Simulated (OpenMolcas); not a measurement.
# Run report: InClF$_{2}$, energy and gradient calculation (part 1 of 2)

The run: energy and gradient calculation of InClF$_{2}$, SMILES [F][In]([F])[Cl]. Method and program: PBE0/def2-SVP, RKS (OpenMolcas 26.06).

The geometry comes from this level: PBE0-D4/def2-TZVP.

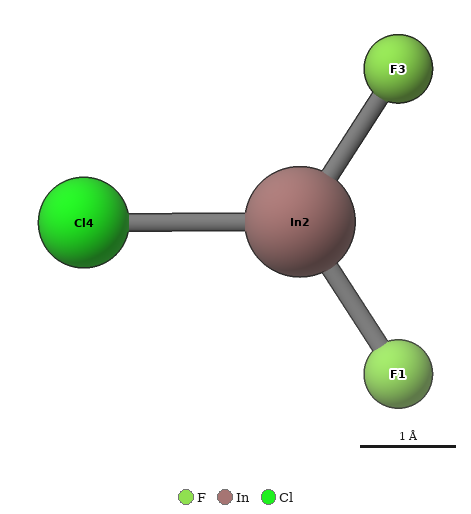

*The structure as given in the input (ball-and-stick view, seen on its broad side; atoms are numbered from 1 in the order of the input). Sticks mark near contacts.*

Bond lengths as drawn: Cl–In 2.28 Å and F–In 1.92 Å.

**Input file**
```
* ClF2In Kohn-Sham DFT
&gateway
baslib=$CurrDir
coord
4
angstrom
F        0.588200       0.614600       1.749600
In       0.046700      -0.040500       0.025100
F        0.831500      -1.720700      -0.482100
Cl      -1.410900       1.086300      -1.312800
basis=def2-SVP
group=NoSym
&seward
gridinput
Grid=UltraFine
End of Grid
&scf
ksdft=PBE0
thresholds=1e-10 1e-07 1e-07 1e-05
prorbitals=1 2
&alaska
```

Command:
```bash
export MOLCAS_MEM=1860
pymolcas job.input > job.log
```

**The program's output**
```
--- Start Module: gateway ---

                                              &GATEWAY

                       available to each process: 1.9 GB of memory, 1 thread

 Basis Set     1 Label: F.DEF2-SVP
 Basis set is read from library:.
 basistype.tbl is not found

 Basis Set     2 Label: IN.DEF2-SVP
 Basis set is read from library:.
 basistype.tbl is not found

 Basis Set     3 Label: F.DEF2-SVP
 Basis set is read from library:.
 basistype.tbl is not found

 Basis Set     4 Label: CL.DEF2-SVP
 Basis set is read from library:.
 basistype.tbl is not found

++    Symmetry information:
      ---------------------

                    Character Table for C1

                             E
                    a        1  x, y, xy, Rz, z, xz, Ry, yz, Rx, I
--

++    Basis set information:
      ----------------------

      Basis set label: F.DEF2-SVP.........

      Electronic valence basis set:
      ------------------
      Associated Effective Charge   9.000000 au
      Associated Actual Charge      9.000000 au
      Nuclear Model: Point charge

      Shell  nPrim  nBasis  Cartesian Spherical Contaminant
         s       7       3        X
         p       4       2        X
         d       1       1                 X

      Basis set label: IN.DEF2-SVP....ECP.....

      Electronic valence basis set:
      ------------------
      Associated Effective Charge  21.000000 au
      Associated Actual Charge     49.000000 au
      Nuclear Model: Point charge

      Shell  nPrim  nBasis  Cartesian Spherical Contaminant
         s      10       4        X
         p       7       4        X
         d       6       2                 X

      Pseudo Potential specification:
      =======================================

      Number of Core Electrons:  28

      Potential  nTerms
           H       2
         s-H       4
         p-H       6
         d-H       6

      Effective Core Potential specification:
      =======================================

      Basis set label: F.DEF2-SVP.........

      Electronic valence basis set:
      ------------------
      Associated Effective Charge   9.000000 au
      Associated Actual Charge      9.000000 au
      Nuclear Model: Point charge

      Shell  nPrim  nBasis  Cartesian Spherical Contaminant
         s       7       3        X
         p       4       2        X
         d       1       1                 X

      Basis set label: CL.DEF2-SVP.........

      Electronic valence basis set:
      ------------------
      Associated Effective Charge  17.000000 au
      Associated Actual Charge     17.000000 au
      Nuclear Model: Point charge

      Shell  nPrim  nBasis  Cartesian Spherical Contaminant
         s      10       4        X
         p       7       3        X
         d       1       1                 X
--

++    Molecular structure info:
      -------------------------

                    ************************************************
                    **** Cartesian Coordinates / bohr, angstrom ****
                    ************************************************

     Center  Label                x              y              z                     x              y              z
        1      F1               1.111537       1.161426       3.306265              0.588200       0.614600       1.749600
        2      IN2              0.088250      -0.076534       0.047432              0.046700      -0.040500       0.025100
        3      F3               1.571307      -3.251652      -0.911037              0.831500      -1.720700      -0.482100
        4      CL4             -2.666215       2.052809      -2.480832             -1.410900       1.086300      -1.312800

                    ***************************************
                    *    InterNuclear Distances / bohr    *
                    ***************************************

               1 F1            2 IN2           3 F3            4 CL4
    1 F1       0.000000
    2 IN2      3.633132        0.000000
    3 F3       6.121460        3.633111        0.000000
    4 CL4      6.968247        4.302709        6.968368        0.000000

                    *******************************************
                    *    InterNuclear Distances / angstrom    *
                    *******************************************

               1 F1            2 IN2           3 F3            4 CL4
    1 F1       0.000000
    2 IN2      1.922571        0.000000
    3 F3       3.239337        1.922559        0.000000
    4 CL4      3.687438        2.276895        3.687502        0.000000
--

            Nuclear Potential Energy            244.15899040 au

--- Stop Module: gateway /rc=_RC_ALL_IS_WELL_ ---

--- Start Module: seward ---

                                              &SEWARD

                       available to each process: 1.9 GB of memory, 1 thread

               SEWARD will generate:
                  Multipole Moment integrals up to order  2
                  Kinetic Energy integrals
                  Nuclear Attraction integrals (point charge)
                  One-Electron Hamiltonian integrals modified with ECP contributions
                  Velocity integrals
                  Pseudo Potential integrals
                  Orbital angular momentum around ( -0.1710   0.1239  -0.1905 )
                  Velocity quadrupole around ( -0.1710   0.1239  -0.1905 )
                  Two-Electron Repulsion integrals

                   Integrals are discarded if absolute value <: 1.00E-14
                   Integral cutoff threshold is set to       <: 1.00E-16

            Nuclear Potential Energy            244.15899040 au

      Basis set specifications :
      Symmetry species         a
      Basis functions           72

--- Stop Module: seward /rc=_RC_ALL_IS_WELL_ ---
--- Module seward spent 2 seconds ---

--- Start Module: scf ---

                                                &SCF

                       available to each process: 1.9 GB of memory, 1 thread

 ###############################################################################
 ###     Minimized-density-differences option turned off!                    ###
 ###############################################################################
++    Input section:
      --------------

      Header of the integral files:

      Cartesian coordinates in angstrom:
      -----------------------------------------------------
      No.  Label        X            Y            Z
      -----------------------------------------------------
       1   F1         0.58820000   0.61460000   1.74960000
       2   IN2        0.04670000  -0.04050000   0.02510000
       3   F3         0.83150000  -1.72070000  -0.48210000
       4   CL4       -1.41090000   1.08630000  -1.31280000
      -----------------------------------------------------
      Nuclear repulsion energy =  244.15899040
--

++    Orbital specifications:
      -----------------------

      Symmetry species               1
                                     a
      Frozen orbitals                0
      Occupied orbitals             28
      Secondary orbitals            44
      Deleted orbitals               0
      Total number of orbitals      72
      Number of basis functions     72
--

      Molecular charge                           0.000

      Numerical integration parameters
      --------------------------------
      Radial quadrature type:                         MHL
      Size of radial grid:                            99
      Lebedev angular grid:                           41
      Angular grid pruned with the crowding factor:  1.00E+10
                                 and fading factor:  1.00E+01
      Screening threshold for integral computation:   1.00E-11
      Radial quadrature accuracy:                     1.00E-25
      Maximum batch size:                             128
      AO values are stored on disk
      The same grid will be used for all iterations.

      DFT functional specifications
      -----------------------------
      Using Libxc version: 6.2.2
      Please cite the following reference:
      S. Lehtola, C. Steigemann, M. J.T. Oliveira, and M. A.L. Marques.,  SoftwareX 7, 1–5 (2018) doi:10.1016/j.softx.2017.11.002

      * PBEH (PBE0)

++    Optimization specifications:
      ----------------------------

      SCF Algorithm: Conventional
      D(i)-D(i-1) density differences are used
      Number of density matrices in core                 5
      Maximum number of NDDO SCF iterations            400
      Maximum number of HF SCF iterations              400
      Threshold for SCF energy change             1.00E-10
      Threshold for density matrix                1.00E-07
      Threshold for Fock matrix                   1.00E-07
      Threshold for linear dependence             1.00E-09
      Threshold at which DIIS is turned on        1.50E-01
      Maximum depth in the DIIS procedure                5
      Maximum depth in the BFGS Hessian update          30
      Threshold at which QNR/C2DIIS is turned on  7.50E-02
      Threshold for Norm(delta) (QNR/C2DIIS)      1.00E-05
      All orbitals punched on: SCFORB
--

      Input vectors read from INPORB
      Orbital file label: *Guess orbitals

++ Convergence information
                                   PBE0       iterations: Energy and convergence statistics

Iter     Tot. PBE0       One-elec.       Two-elec.     Energy      Max Dij or  Max Fij      DNorm      TNorm      AccCon     Time
         Energy          Energy          Energy        Change      Delta Norm                                                in Sec.
   1  -830.962830475 -1763.672564942   688.550744063   0.00E+00    7.94E-01*   1.85E+01*    2.03E+01   2.03E+02   None         1.
   2  -847.904530503 -1782.438072643   690.374551736  -1.69E+01*   8.25E-01*   4.32E-01*    1.53E+01   2.03E+02   EDIIS        1.
   3  -847.289839176 -1791.022152290   699.573322709   6.15E-01*   2.97E-01*   1.98E-01*    5.80E+00   2.04E+02   EDIIS        1.
   4  -849.417947761 -1786.200146518   692.623208353  -2.13E+00*   3.51E-01*   5.59E-02*    1.76E+00   2.04E+02   EDIIS        1.
   5  -849.319846481 -1783.996285028   690.517448142   9.81E-02*   6.85E-02*   3.36E-02*    1.50E+00   2.03E+02   EDIIS        1.
   6  -849.454703789 -1785.701670195   692.087976001  -1.35E-01*   1.32E-02*   7.80E-03*    4.31E-01   2.04E+02   c2DIIS       1.
   7  -849.459744085 -1785.817425465   692.198690975  -5.04E-03*   1.94E-02*   2.86E-03*    9.48E-02   2.04E+02   QNRc2DIIS    1.
   8  -849.459675720 -1785.967767320   692.349101196   6.84E-05*   1.08E-02*   4.07E-03*    9.30E-02   2.04E+02   QNRc2DIIS    1.
   9  -849.459925199 -1785.922511464   692.303595861  -2.49E-04*   1.14E-03*   4.76E-04*    4.91E-02   2.04E+02   QNRc2DIIS    1.
  10  -849.459929059 -1785.919499096   692.300579632  -3.86E-06*   2.22E-04*   1.08E-04*    5.59E-03   2.04E+02   QNRc2DIIS    1.
  11  -849.459929207 -1785.911524926   692.292605314  -1.48E-07*   3.10E-05*   1.04E-05*    9.95E-04   2.04E+02   QNRc2DIIS    1.
  12  -849.459929209 -1785.911944941   692.293025327  -1.55E-09*   6.83E-06    3.37E-06*    1.76E-04   2.04E+02   QNRc2DIIS    1.
  13  -849.459929209 -1785.912034205   692.293114592  -1.00E-10*   1.61E-06    6.22E-07*    3.54E-05   2.04E+02   QNRc2DIIS    1.
  14  -849.459929209 -1785.911992327   692.293072714  -3.64E-12    5.75E-07    3.06E-07*    9.71E-06   2.04E+02   QNRc2DIIS    1.
  15  -849.459929209 -1785.911992682   692.293073068  -2.73E-12    1.59E-07    8.85E-08     2.26E-06   2.04E+02   QNRc2DIIS    1.

       Convergence after  15 Iterations
--

 *****************************************************************************************************************************
 *                                             SCF/KS-DFT Program, Final results                                             *
 *                                                       Final Results                                                       *
 *****************************************************************************************************************************

::    Total KS-DFT energy                            -849.4599292091
      One-electron energy                           -1785.9119926818
      Two-electron energy                             692.2930730681
      Nuclear repulsion energy                        244.1589904045
      Kinetic energy (interpolated)                   731.0336807138
      Virial theorem                                    1.1619983478
      Total spin, S(S+1)                                0.0000000000
      Total spin, S                                     0.0000000000
      Max non-diagonal density matrix element           0.0000001449
      Max non-diagonal Fock matrix element              0.0000000571

      All orbitals with orbital energies smaller than  E(LUMO)+0.5 are printed

++    Molecular orbitals:
      -------------------

      Title: RKS-DFT orbitals

      Molecular orbitals for symmetry species 1: a
```
